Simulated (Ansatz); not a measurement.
# BiH3 (model cell, started as ReO3 type): following an unstable mode, part 2 of 3

Which phase does BiH3 (model cell, started as ReO3 type) fall into along its unstable mode, and how much energy does it gain?

Ansatz 0.2.0; DFT PBEsol, scalar-relativistic, plane waves, PAW.

So far, highest frequency on the path or at a solved wavevector (cm⁻¹): step 2 (the dispersion) 1522. Also lowest frequency on the path (cm⁻¹): step 2 -1377.

The structure was built from a prototype and need not be the compound's stable phase.

## 5. Energy along the mode, all amplitudes (two of the runs are shown above)

An imaginary frequency means negative curvature, so the energy should fall and then rise again as anharmonic terms take over.

Numbers from this step:

```
depth at the lowest point sampled  : 17.45 meV/atom
largest atomic shift at that point : 0.22 Å
```

Table of energy from the parent by largest atomic shift:

```
largest atomic shift (Å)  energy from the parent (meV/atom)
                   0.000                                  0
                   0.040                              -1.52
                   0.080                              -5.46
                   0.140                              -12.3
                   0.220                              -17.5
                   0.320                              -8.81
                   0.450                               49.6
```

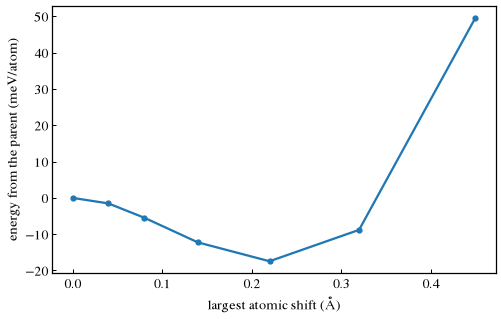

Energy from the parent against largest atomic shift.

Displacement at unit largest shift by atom:

| atom | x (Å) | y (Å) | z (Å) | size |
| --- | --- | --- | --- | --- |
| Bi1 | 0.00 | 0.00 | 0.00 | 0.00 |
| Bi2 | 0.00 | 0.00 | 0.00 | 0.00 |
| H3 | -1.00 | 0.00 | 0.00 | 1.00 |
| H4 | 1.00 | 0.00 | 0.00 | 1.00 |
| H5 | 0.00 | 0.00 | 0.00 | 0.00 |
| H6 | 0.00 | 0.00 | 0.00 | 0.00 |
| H7 | 0.00 | 0.00 | 0.00 | 0.00 |
| H8 | 0.00 | 0.00 | 0.00 | 0.00 |

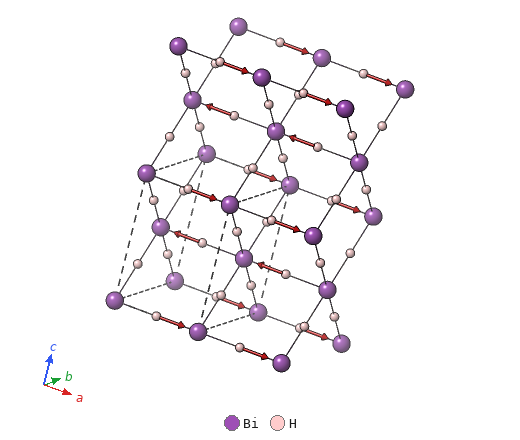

Displacement at unit largest shift as arrows, the longest 1 Å. 2×1×2 cells are drawn. Some periodic images of atoms are drawn too.

The lowest of the steps tried is at 0.22 Å, 17.5 meV/atom below the parent; the bottom of the well need not coincide with a step.

## 6. Relaxing from the distorted cell

Starting from the lowest point found, all atoms and the cell are let go, so that strain and other modes of the same symmetry can join in.

input.yaml

```yaml
crystal:
  lattice:
    - [-4.1628261251, 0.0, 0.0]
    - [0.0, -4.1628261251, -4.1628261251]
    - [0.0, -4.1628261251, 4.1628261251]
  atoms:
    - { symbol: Bi, position: [0.0002162952, 0.5, 0.5] }
    - { symbol: Bi, position: [-0.0002162952, 1.0, 0.0] }
    - { symbol: H, position: [0.5528487122, 1.0, 0.0] }
    - { symbol: H, position: [0.4471512878, 0.5, 0.5] }
    - { symbol: H, position: [0.0, 0.75, 0.75] }
    - { symbol: H, position: [0.0, 0.25, 0.25] }
    - { symbol: H, position: [0.0, 0.25, 0.75] }
    - { symbol: H, position: [0.0, 0.75, 0.25] }
kpoints:
  mp_grid: { grid: [8, 6, 6] }
hamiltonian:
  xc: pbesol
scf:
  occupations: { method: methfessel_paxton, width: 0.2 }
output:
  forces: true
  stress: true
  eigenvalues: true
relax:
  adjacent_minimum: "off"
  f_tol: 0.002
  max_steps: 120
  cell: { stress_tol: 0.03 }
```

Started as:

```sh
ansatz run input.yaml --threads 4 --pin off --max-ram 7168MiB --backend cpu --events-out ev --progress --plain --runs-dir out
```

Numbers of over 12 decimals in the logs are rounded to 6 here.

Log:

```text
[...]
Crystal: 8 atoms, lattice volume = 144.276 Å³
Basis set: ecut = 420 eV, 2737 PW (Γ), exchange–correlation on 60×80×80 points (8 copies of the dense FFT grid, shifted against one another)
Bands: 26, of which v1, the nominal top of the filled ones, is band 18 counted from 1 (17 counted from 0)
Symmetry: 16 space group operations
[...]
k-points: 50 of 288
[...]
SCF iter   1: F=—  HF=-24574.184915 eV  |F-HF|=—  |Δ(HF+E_count)|=         —  Δρ=6.52e-3  dr2=5.81e-2  ethr=1.77e-3  ⟨swp⟩=6.1  Hψ=6377  notcnv=0
[...]
SCF iter   6: F=-24574.181596 eV  HF=-24574.181596 eV  |F-HF|=1.06e-7  |Δ(HF+E_count)|=   7.17e-6  S|Δr|=    0.00e0  Δρ=4.81e-6  dr2=3.96e-8  ethr=2.78e-10  ⟨swp⟩=9.7  Hψ=8074  notcnv=0
SCF 1 converged in 6 iterations: F = -24574.181596 eV  dr2 = 3.96e-8
[...]
relax step   1: F+E_penalty+E_count = -24574.18159569 eV  Δ(F+E_penalty+E_count) = +0.000e0 eV  max|allowed force component| = 1.185e-1 eV/Å  Δτ_max = 0.0000 Å  P = +1.039 GPa  Ω = 144.276 Å³  (6 SCF iters, dr2 threshold 1.00e-7 eV, accepted)
Crystal: 8 atoms, lattice volume = 151.635 Å³
Basis set: ecut = 420 eV, 2931 PW (Γ), exchange–correlation on 60×80×80 points (8 copies of the dense FFT grid, shifted against one another)
[...]
SCF iter   6: F=-24574.284306 eV  HF=-24574.284306 eV  |F-HF|=1.25e-8  |Δ(HF+E_count)|=   6.23e-8  S|Δr|=    0.00e0  Δρ=4.45e-6  dr2=2.83e-8  ethr=2.22e-9  ⟨swp⟩=6.0  Hψ=5533  notcnv=0
SCF 2 converged in 6 iterations: F = -24574.284306 eV  dr2 = 2.83e-8
relax step   2: F+E_penalty+E_count = -24574.28430627 eV  Δ(F+E_penalty+E_count) = -1.027e-1 eV  max|allowed force component| = 2.877e-1 eV/Å  Δτ_max = 0.1416 Å  P = -0.182 GPa  Ω = 151.635 Å³  energy of the carried Pulay correction = -3.928e-3 eV  (6 SCF iters, dr2 threshold 8.00e-7 eV, accepted)
Crystal: 8 atoms, lattice volume = 153.062 Å³
Basis set: ecut = 420 eV, 3003 PW (Γ), exchange–correlation on 60×80×80 points (8 copies of the dense FFT grid, shifted against one another)
[...]
SCF iter   6: F=-24574.319048 eV  HF=-24574.319048 eV  |F-HF|=3.16e-9  |Δ(HF+E_count)|=   1.16e-7  S|Δr|=    0.00e0  Δρ=3.54e-6  dr2=1.96e-8  ethr=6.63e-10  ⟨swp⟩=3.0  Hψ=4634  notcnv=0
SCF 3 converged in 6 iterations: F = -24574.319048 eV  dr2 = 1.96e-8
relax step   3: F+E_penalty+E_count = -24574.31904782 eV  Δ(F+E_penalty+E_count) = -3.474e-2 eV  max|allowed force component| = 2.446e-1 eV/Å  Δτ_max = 0.1926 Å  P = -0.201 GPa  Ω = 153.062 Å³  energy of the carried Pulay correction = -4.667e-3 eV  (6 SCF iters, dr2 threshold 8.00e-7 eV, accepted)
[... from here on, the SCF cycles and remarks between the steps are left out ...]
relax step   4: F+E_penalty+E_count = -24574.33185800 eV  Δ(F+E_penalty+E_count) = -1.281e-2 eV  max|allowed force component| = 1.372e-1 eV/Å  Δτ_max = 0.0333 Å  P = +0.511 GPa  Ω = 153.962 Å³  energy of the carried Pulay correction = -5.129e-3 eV  (5 SCF iters, dr2 threshold 8.00e-7 eV, accepted)
relax step   5: F+E_penalty+E_count = -24574.33484097 eV  Δ(F+E_penalty+E_count) = -2.983e-3 eV  max|allowed force component| = 3.453e-2 eV/Å  Δτ_max = 0.0037 Å  P = +0.121 GPa  Ω = 155.733 Å³  energy of the carried Pulay correction = -6.031e-3 eV  (4 SCF iters, dr2 threshold 8.00e-7 eV, accepted)
relax step   6: F+E_penalty+E_count = -24574.33519066 eV  Δ(F+E_penalty+E_count) = -3.497e-4 eV  max|allowed force component| = 4.210e-3 eV/Å  Δτ_max = 0.0143 Å  P = -0.006 GPa  Ω = 156.951 Å³  energy of the carried Pulay correction = -6.646e-3 eV  (4 SCF iters, dr2 threshold 2.59e-7 eV, accepted)
relax step   7: F+E_penalty+E_count = -24574.33511519 eV  Δ(F+E_penalty+E_count) = +7.548e-5 eV  max|allowed force component| = 2.024e-3 eV/Å  Δτ_max = 0.0033 Å  P = -0.000 GPa  Ω = 157.304 Å³  energy of the carried Pulay correction = -6.823e-3 eV  (5 SCF iters, dr2 threshold 1.30e-8 eV, accepted)
relax step   8: F+E_penalty+E_count = -24574.33513488 eV  Δ(F+E_penalty+E_count) = -1.969e-5 eV  max|allowed force component| = 1.605e-4 eV/Å  Δτ_max = 0.0010 Å  P = +0.000 GPa  Ω = 157.269 Å³  energy of the carried Pulay correction = -6.805e-3 eV  (5 SCF iters, dr2 threshold 2.56e-10 eV, accepted)
relax step   9: F+E_penalty+E_count = -24574.34559152 eV  Δ(F+E_penalty+E_count) = -1.046e-2 eV  max|allowed force component| = 3.875e-4 eV/Å  Δτ_max = 0.0000 Å  P = +0.055 GPa  Ω = 157.269 Å³  stress off target by 1.28e-1 GPa  SCF on the basis re-selected at this cell (its energy is not comparable with the rows above)  (7 SCF iters)
relax step  10: F+E_penalty+E_count = -24574.34563270 eV  Δ(F+E_penalty+E_count) = -4.117e-5 eV  max|allowed force component| = 4.641e-4 eV/Å  Δτ_max = 0.0104 Å  P = +0.015 GPa  Ω = 158.236 Å³  energy of the carried Pulay correction = -4.390e-4 eV  (5 SCF iters, dr2 threshold 4.10e-8 eV, accepted)
relax step  11: F+E_penalty+E_count = -24574.34550302 eV  Δ(F+E_penalty+E_count) = +1.297e-4 eV  max|allowed force component| = 3.082e-4 eV/Å  Δτ_max = 0.0051 Å  P = +0.001 GPa  Ω = 158.632 Å³  energy of the carried Pulay correction = -6.202e-4 eV  (5 SCF iters, dr2 threshold 3.28e-9 eV, accepted)
[...]
SCF iter   5: F=-24574.346141 eV  HF=-24574.346141 eV  |F-HF|=1.76e-9  |Δ(HF+E_count)|=   2.49e-8  S|Δr|=    0.00e0  Δρ=9.49e-8  dr2=8.47e-12  ethr=1.00e-12  ⟨swp⟩=9.0  Hψ=7509  notcnv=0
SCF 12 converged in 5 iterations: F = -24574.346141 eV  dr2 = 8.47e-12
relax step  12: F+E_penalty+E_count = -24574.34614123 eV  Δ(F+E_penalty+E_count) = -6.382e-4 eV  max|allowed force component| = 3.287e-4 eV/Å  Δτ_max = 0.0000 Å  P = +0.001 GPa  Ω = 158.632 Å³  stress off target by 7.19e-3 GPa  SCF on the basis re-selected at this cell (its energy is not comparable with the rows above)  (5 SCF iters)
[...]
SCF converged after 5 iterations
[...]
Free energy (F): -24574.346141 eV
[...]
Internal energy: -24574.345589 eV  (E = F + TS)
E sigma→0 (E₀):  -24574.346003 eV
Entropy (-TS):   -0.000552 eV (-0.069 meV/atom)
Fermi energy:    3.029823 eV
[...]
--- Forces (eV/Å), atoms counted from 1 ---
  atom   1  Bi     0.00013337     0.00000000     0.00000000
  atom   2  Bi    -0.00013337    -0.00000000    -0.00000000
  atom   3  H      0.00032867    -0.00000000     0.00000000
  atom   4  H     -0.00032867     0.00000000    -0.00000000
  atom   5  H      0.00000000    -0.00000000    -0.00000000
  atom   6  H     -0.00000000    -0.00000000    -0.00000000
  atom   7  H      0.00000000     0.00000000    -0.00000000
  atom   8  H      0.00000000    -0.00000000    -0.00000000
  max |Σ_I F_I| component: 8.64e-19 eV/Å
--- Stress (GPa, compression-positive) ---
        0.007194      -0.000000       0.000000
       -0.000000      -0.001538       0.000000
        0.000000       0.000000      -0.001538
  P = ⅓ Tr σ = 0.0014 GPa (0.014 kbar)
--- Band table (eV; the first three rows and the last of 50) ---
  k-point 0: bands = [... 14 lower, 0.2883, 0.4486, 1.1486, 2.9156, 2.9899, 2.9899, 4.5125, 4.6719, ... 4 higher]
  k-point 1: bands = [... 14 lower, 0.3235, 0.3581, 0.4281, 1.7221, 3.7456, 3.8917, 4.6082, 5.2128, ... 4 higher]
  k-point 2: bands = [... 14 lower, -0.6143, -0.1194, 0.4224, 0.8746, 3.9883, 4.4268, 5.4587, 6.6663, ... 4 higher]
  k-point 49: bands = [... 14 lower, -1.8435, -1.8435, 2.4928, 2.4928, 3.6431, 3.6431, 5.9366, 5.9366, ... 4 higher]
--- Relaxed structure (10 steps of the walk, 10 accepted, 2 SCFs on fresh bases) ---
  F+E_penalty+E_count = -24574.34614123 eV   max|allowed force component| = 3.287e-4 eV/Å   (the final SCF, on the basis selected at the relaxed cell)
  cell:  # Å, volume = 158.6317 Å³
    - [-4.620532, 0, 0]
    - [0, -4.143181, -4.143181]
    - [0, -4.143181, 4.143181]
  atoms:
    - { symbol: Bi, position: [-0.041346, 0.500000, 0.500000] }
    - { symbol: Bi, position: [0.041346, 1.000000, 0.0] }
    - { symbol: H, position: [0.646482, 1.000000, 0.0] }
    - { symbol: H, position: [0.353518, 0.500000, 0.500000] }
    - { symbol: H, position: [1.4194447864199599e-18, 0.750000, 0.750000] }
    - { symbol: H, position: [1.4194447864199604e-18, 0.250000, 0.250000] }
    - { symbol: H, position: [1.4194447864199599e-18, 0.250000, 0.750000] }
    - { symbol: H, position: [1.4194447864199618e-18, 0.750000, 0.250000] }
```

The job ended after 34 s (4 threads of Arm Neoverse V2, shared host; peak memory 0.53 GiB; 2.2 min of CPU time).

Relaxation path:

| step | energy less that of the first step (eV) | largest force component (eV/Å) | pressure (GPa) | volume (Å³) |
| --- | --- | --- | --- | --- |
| 1 | 0.0000 | 0.1185 | 1.04 | 144.28 |
| 2 | -0.1027 | 0.2877 | -0.18 | 151.64 |
| 3 | -0.1375 | 0.2446 | -0.20 | 153.06 |
| 4 | -0.1503 | 0.1372 | 0.51 | 153.96 |
| 5 | -0.1532 | 0.0345 | 0.12 | 155.73 |
| 6 | -0.1536 | 0.0042 | -0.01 | 156.95 |
| 7 | -0.1535 | 0.0020 | 0.00 | 157.30 |
| 8 | -0.1535 | 0.0002 | 0.00 | 157.27 |
| 9* | -0.1640 | 0.0004 | 0.05 | 157.27 |
| 10 | -0.1640 | 0.0005 | 0.02 | 158.24 |
| 11 | -0.1639 | 0.0003 | 0.00 | 158.63 |
| 12* | -0.1645 | 0.0003 | 0.00 | 158.63 |

Relaxation steps marked * repeat the geometry before them on a plane-wave basis chosen anew for their cell, so energy and pressure can jump there.

Forces are held to the 16 operations that the run works with; a distortion that breaks them can't arise in this run.

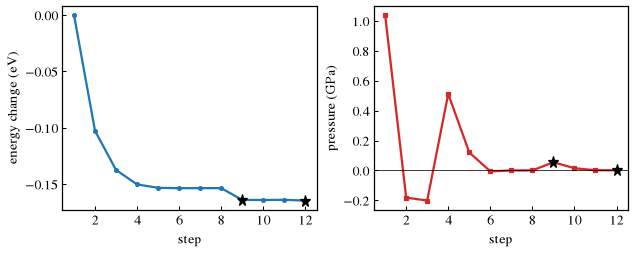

Energy and pressure along the relaxation. Stars mark steps on a basis chosen anew.

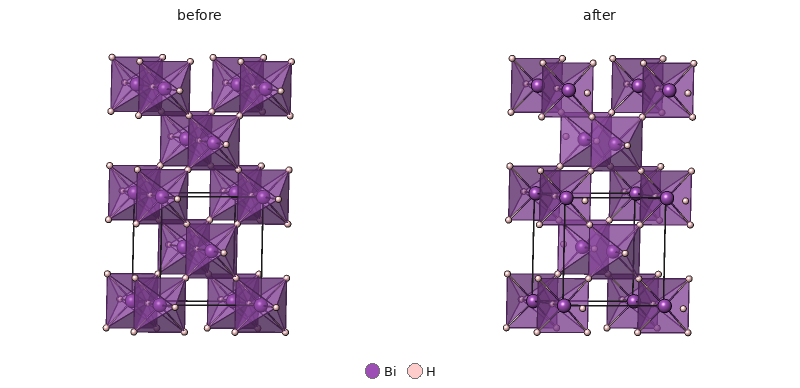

The structure before and after the relaxation, drawn at the same scale. Bonds to atoms that aren't drawn are left out.

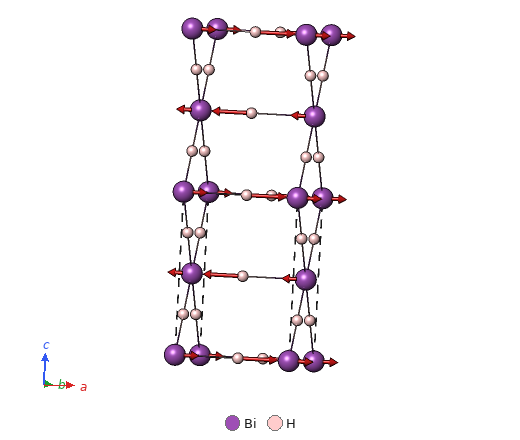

Displacements in the relaxation, exaggerated, measured against the changing cell; the longest in the cell stands for 0.43 Å. 1×1×2 cells are drawn. Some periodic images of atoms are drawn too.

```csv
cell as run,before,after,change
a (Å),4.163,4.621,+11.0 %
b (Å),5.887,5.859,-0.5 %
c (Å),5.887,5.859,-0.5 %
volume (Å³/atom),18.03,19.83,+9.9 %
```

The atoms that moved most (Å, as changes of fractional coordinates times the final cell):

| atom | dx | dy | dz | length |
| --- | --- | --- | --- | --- |
| H3 | -0.433 | 0.000 | 0.000 | 0.433 |
| H4 | 0.433 | 0.000 | 0.000 | 0.433 |
| Bi2 | -0.192 | 0.000 | 0.000 | 0.192 |
| Bi1 | 0.192 | 0.000 | 0.000 | 0.192 |

This step gave:

| Item | Value |
| --- | --- |
| pressure | 0.001373 GPa |
| volume per atom | 19.83 Å³ |

The distorted start has space group P4/nmm; the relaxation ends in P4/nmm.

## 7. The new phase in its own primitive cell

The relaxed structure is symmetrised, reduced to its primitive cell and relaxed tightly, as its phonons need.

input.yaml

```yaml
crystal:
  lattice:
    - [5.8593432718, 0.0, 0.0]
    - [0.0, 5.8593432718, 0.0]
    - [0.0, 0.0, 4.6205323766]
  atoms:
    - { symbol: Bi, position: [0.5, 0.0, 0.9586543344] }
    - { symbol: Bi, position: [0.0, 0.5, 0.0413456656] }
    - { symbol: H, position: [0.0, 0.5, 0.6464815563] }
    - { symbol: H, position: [0.5, 0.0, 0.3535184437] }
    - { symbol: H, position: [0.75, 0.25, 0.0] }
    - { symbol: H, position: [0.25, 0.75, 0.0] }
    - { symbol: H, position: [0.25, 0.25, 0.0] }
    - { symbol: H, position: [0.75, 0.75, 0.0] }
kpoints:
  mp_grid: { grid: [6, 6, 8] }
hamiltonian:
  xc: pbesol
scf:
  occupations: { method: methfessel_paxton, width: 0.2 }
output:
  forces: true
  stress: true
  eigenvalues: true
relax:
  adjacent_minimum: "off"
  f_tol: 0.001
  max_steps: 60
  cell: { stress_tol: 0.01 }
```

Log:

```text
[...]
Crystal: 8 atoms, lattice volume = 158.632 Å³
Basis set: ecut = 420 eV, 3107 PW (Γ), exchange–correlation on 80×80×64 points (8 copies of the dense FFT grid, shifted against one another)
Bands: 26, of which v1, the nominal top of the filled ones, is band 18 counted from 1 (17 counted from 0)
Symmetry: 16 space group operations
[...]
k-points: 50 of 288
[...]
- [0.0, 0.0, 4.6205323766]
  atoms:
    - { symbol: Bi, position: [0.500000, 0.0, 0.958654] }
    - { symbol: Bi, position: [0.0, 0.500000, 0.041346] }
    - { symbol: H, position: [0.0, 0.500000, 0.6464815563] }
    - { symbol: H, position: [0.500000, 0.0, 0.3535184437] }
    - { symbol: H, position: [0.750000, 0.250000, 0.0] }
    - { symbol: H, position: [0.250000, 0.750000, 0.0] }
    - { symbol: H, position: [0.250000, 0.250000, 0.0] }
    - { symbol: H, position: [0.750000, 0.750000, 0.0] }
[key lines of the parts left out:]
SCF converged after 5 iterations
Free energy (F): -24574.346141 eV
Fermi energy:    3.029821 eV
P = ⅓ Tr σ = 0.0014 GPa (0.014 kbar)
```

The job ended after 6.6 s (4 threads; peak memory 0.54 GiB; 25 s of CPU time).

Little changed from the start: no atom moved by 0.005 Å and no cell edge by 0.1 %.

Numbers from this step:

| Item | Value |
| --- | --- |
| pressure | 0.001377 GPa |

The largest force component left is 0.33 meV/Å and the pressure is 0.001 GPa, within the tolerances set. The cell now holds 19.83 Å³/atom.

[end of part 2 of 3]

[Logs are printed without paths, hosts, clocks, repeated set-up lines and the standing remarks that a program may print on its own settings, such as how far it seeks lower states.]

[Hosts, paths, dates, database ids (printed as entryN), source tags and the programs' standing remarks are cut or masked in the printed files.]
